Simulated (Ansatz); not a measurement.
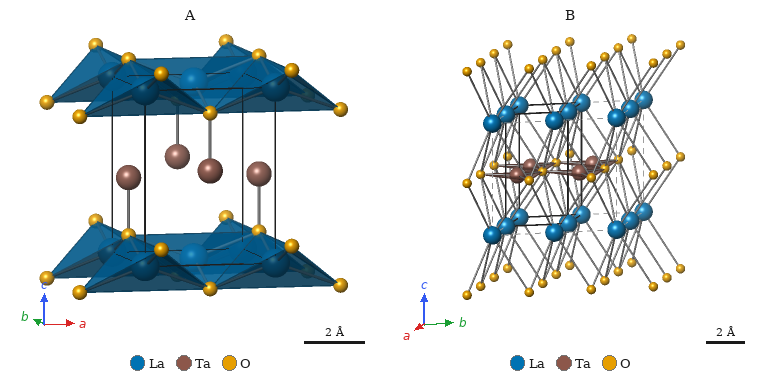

Two structures of LaTaO, each relaxed to rest (conventional cells in solid outline, small ones repeated, not to one scale). Method: DFT PBE, scalar-relativistic, plane waves, PAW (Ansatz), without spin polarisation.

> What are A and B?

A: PbFCl type, P4/nmm. B: 3 atoms a cell on a primitive hexagonal lattice, P-6m2.

> Which form lies lower?

A is lower, by 354 meV/atom at this level of theory (energies at zero smearing). Volumes: A 20.7, B 21.0 Å³/atom.

One or both may be structure types tried for this composition rather than known phases.
